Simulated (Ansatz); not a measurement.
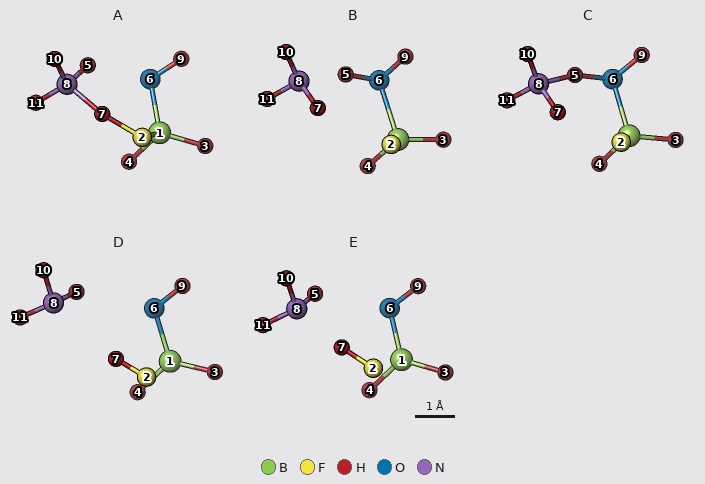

5 geometries from one relaxation of BNH₇OF, in shuffled order. A ball-and-stick model, seen from a free direction.

The run prepares an end point of a later path (reaction) calculation, from a guessed geometry.

Computed with UKS B3LYP/def2-SVP (Ansatz). Set-up: collinear spin; force threshold 0.03 eV/Å; at most 50 steps.

Order the frames from highest to lowest energy.

Answer. D, E, A, C, B. They are steps 0, 5, 12, 18, 26, at +87.3 kJ/mol, +44.8 kJ/mol, +35.3 kJ/mol, +19.1 kJ/mol relative to the last. After 22 accepted moves (26 points after the start) the energy has fallen by 87.3 kJ/mol. The largest force component goes from 2.1 to 0.029 eV/Å. The line search rejected the trial steps at points 3, 11, 14, 23 of the run. The atom that moves furthest after the best rigid fit is H7 (1.07 Å). By element the largest moves are H 1.07 Å, F 0.77 Å, B 0.54 Å, O 0.32 Å, N 0.30 Å. Some distances before and after: B1–F2 2.706 → 1.411 Å, H7–N8 2.302 → 1.025 Å, F2–H7 0.917 → 2.166 Å, H5–O6 2.270 → 1.037 Å. New bonds form: B1–F2 (2.71 → 1.41 Å), H5–O6 (2.27 → 1.04 Å), H7–N8 (2.30 → 1.03 Å). Bonds break: F2–H7 (0.92 → 2.17 Å), H5–N8 (1.02 → 1.60 Å). Among the angles between lasting bonds that change: H3–B1–O6 119.5° → 103.5°, H4–B1–O6 115.9° → 103.7°, H3–B1–H4 124.4° → 117.4°. Cost: 82 s on 2 threads of Arm Neoverse V1 (shared host), peak memory 0.23 GiB.
